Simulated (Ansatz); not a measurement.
```xyz
13

C    -1.709   -1.146    1.155
C    -1.580    0.099    0.647
Al   -3.005    1.433    0.801
Si   -5.153    1.012    1.912
C    -2.785    3.302    0.016
O    -3.720    4.125    0.122
H    -0.925   -1.900    1.078
H    -2.609   -1.470    1.676
H    -0.641    0.339    0.141
H    -6.307    1.189    0.960
H    -5.375    1.962    3.059
H    -5.257   -0.385    2.473
H    -1.858    3.631   -0.510
```

**Where will the first 7 clear peaks of this molecule's radial distribution curve from gas electron diffraction lie, and which pairs make them?**

Peak 1, 1.28 Å: C–H 1.09–1.12 Å (×4), O–C 1.25 Å, C–C 1.35 Å, Si–H 1.51 Å (×3), not resolved
Peak 2, 2.00 Å: Al–C 1.96–2.04 Å (×2), C···H 2.09–2.15 Å (×3), not resolved
Peak 3, 2.46 Å: Si–Al 2.45 Å
Peak 4, 2.88 Å: Al···H 2.69–3.06 Å (×3), Al···O 2.87 Å, Al···C 2.91 Å, not resolved
Peak 5, 3.87 Å: Si···C 3.80–4.13 Å (×3), Si···O 3.87 Å, not resolved
Peak 6, 4.71 Å: O···C 4.59 Å, C···C 4.72 Å, Si···H 4.86–4.89 Å (×2), C···H 4.86–4.87 Å (×2), not resolved; in its flanks C···H 5.06–5.17 Å, Si···H 5.20 Å
Peak 7, 5.74 Å: C···H 5.63 Å, O···C 5.73 Å, O···H 5.91 Å, not resolved

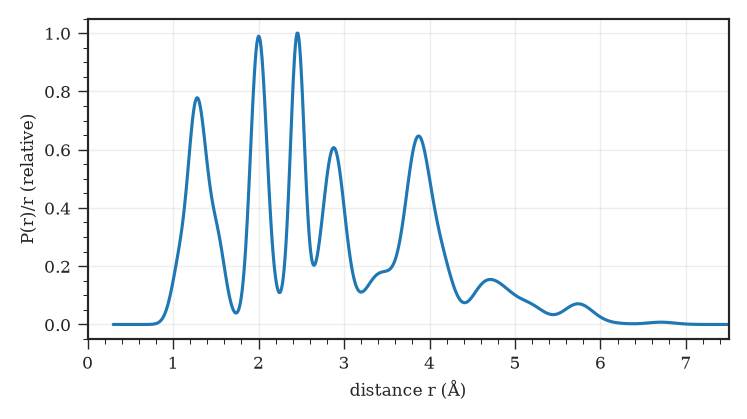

Simulated gas electron diffraction: radial distribution curve of C₃H₇AlOSi. Each pair of atoms contributes with weight ZᵢZⱼ/r; damping constant 0.002 Å²; vibrational amplitudes assumed, not computed: 0.05 Å for bonds, 0.078 Å for bonds to H, 0.06 + 0.015 r up to 0.15 Å for other pairs. The geometry is the end point of an optimisation (RKS B3LYP-D4/6-31G (Ansatz 0.2.0)); it may be a saddle point or a higher isomer.
